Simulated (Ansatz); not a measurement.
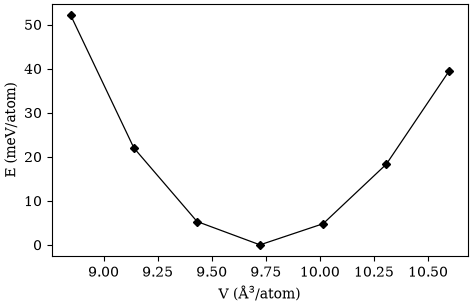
TiB₂ in space group Cmcm (No. 63; B on 4c, B on 4c, Ti on 4c) under volume change, DFT-PBE in the program Ansatz with PAW potentials, shape and atoms relaxed at each volume.

### Question
What does a third-order Birch–Murnaghan fit give for V₀, B₀ and B′?

### Answer
V₀ = 9.73 Å³/atom, B₀ = 184 GPa, B′ = 3.5.

The cell is a constructed one: a structure type filled with these elements; neither database checked (COD, Materials Project) lists it. It is not the phase usual at ambient conditions (space group No. 191). The PBE relaxation kept the symmetry of its start; whether a distortion lowers the energy is not shown. The run is not spin-polarised.

Potentials: the later of the program's two PAW sets.
